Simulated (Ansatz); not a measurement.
# BHF₂ + H₂O: a complex and its separated parts

Aim: how far the complex at one end of a reaction step lies below its separated, relaxed parts, level by level.

Method: PBE0-D4/def2-TZVP structures, single points in def2-TZVPP, no counterpoise correction; program: Ansatz 0.2.0, Gaussian basis.

Levels: SPW92, PBE-D4, BLYP-D4, r2SCAN-D4, B97M-V, PBE0-D4, B3LYP-D4, r2SCAN0-D4, BHLYP-D4, CAM-B3LYP-D4, wB97X-V, wB97M-V, B2PLYP, PBE-QIDH, RPA on PBE, Hartree-Fock, MP2, CCSD, CCSD(T).

Correlated methods freeze the cores. B3LYP uses VWN-RPA correlation. B2PLYP carries no dispersion term here.

95 further runs of the same task are left out: 1 that didn't finish, 94 set aside as unsound or not needed.

## Step 1: Where the work starts

The complex: 7 atoms, charge 0, spin multiplicity 1.

Atoms are counted from 1 here; the program's logs count them from 0.

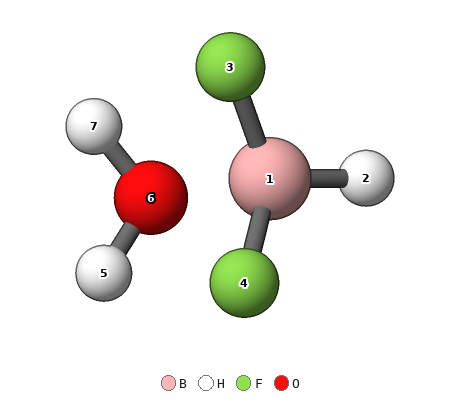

As it starts; boron pink, hydrogen white, fluorine green, oxygen red; atoms are numbered from 1 in the order of the file.

As a file:

```xyz
7

B    -0.48047   -0.33887   -0.49547
H    -0.01124   -0.60561   -1.56461
F    -0.73116   -1.36130    0.36051
F    -1.36234    0.69008   -0.42845
H     0.62319    1.29721    0.61739
O     0.91425    0.41561    0.35158
H     1.04797   -0.09713    1.15894
```

Its parts: BHF₂ holds atoms 1, 2, 3, 4; H₂O holds atoms 5, 6, 7. Each part counts its atoms afresh in its own runs.

## Step 2: Relaxing BHF₂ alone

Contents of relax-a/in.yaml:

```yaml
crystal:
  periodic: [false, false, false]
  atoms:
    - {symbol: B, position_ang: [-0.480469, -0.338872, -0.495466]}
    - {symbol: H, position_ang: [-0.011237, -0.605607, -1.564611]}
    - {symbol: F, position_ang: [-0.731156, -1.361298, 0.360513]}
    - {symbol: F, position_ang: [-1.362343, 0.690084, -0.428449]}
basis:
  gaussian: {orbitals: def2-TZVP}
hamiltonian: {xc: pbe0, dispersion: d4}
relax: {f_tol: 0.005, max_steps: 200}
```

Run with:

```console
$ ansatz run in.yaml --threads 2 --pin off --events-out ev --progress --plain --max-ram 4352MiB
```

After this run come: Relaxing H₂O alone; SPW92/def2-TZVPP; PBE-D4/def2-TZVPP; BLYP-D4/def2-TZVPP; r2SCAN-D4/def2-TZVPP; B97M-V/def2-TZVPP; PBE0-D4/def2-TZVPP; B3LYP-D4/def2-TZVPP; r2SCAN0-D4/def2-TZVPP; BHLYP-D4/def2-TZVPP; CAM-B3LYP-D4/def2-TZVPP; wB97X-V/def2-TZVPP; wB97M-V/def2-TZVPP; B2PLYP/def2-TZVPP; PBE-QIDH/def2-TZVPP; RPA on PBE/def2-TZVPP; CCSD(T)/def2-TZVPP; Vibrations of BHF₂; Vibrations of H₂O.

What does the calculation give? Wanted: complex less parts, CCSD(T)/def2-TZVPP; with zero-point energy; largest T1 diagnostic.

The runs gave:

| quantity | value |
| --- | --- |
| complex less parts, CCSD(T)/def2-TZVPP | -7.4 kcal/mol |
| with zero-point energy | -4.5 kcal/mol |
| largest T1 diagnostic | 0.013 |

At CCSD(T) the complex lies 7.4 kcal/mol below its parts. The functionals run from BHLYP-D4, off by +0.1 kcal/mol, to SPW92, off by -8.7 kcal/mol, against CCSD(T). By rung, the mean size of the error is: LDA 8.7, GGA 1.4, meta-GGA 1.2, hybrid 1.1, range-separated hybrid 0.9, double hybrid 1.1 kcal/mol. PBE-D4 gives a relative energy 1.0 kcal/mol too low, inside chemical accuracy (1 kcal/mol). No counterpoise was applied, and triple zeta lacks some correlation, so the CCSD(T) reference has a basis error of its own, and close matches with it are partly luck.
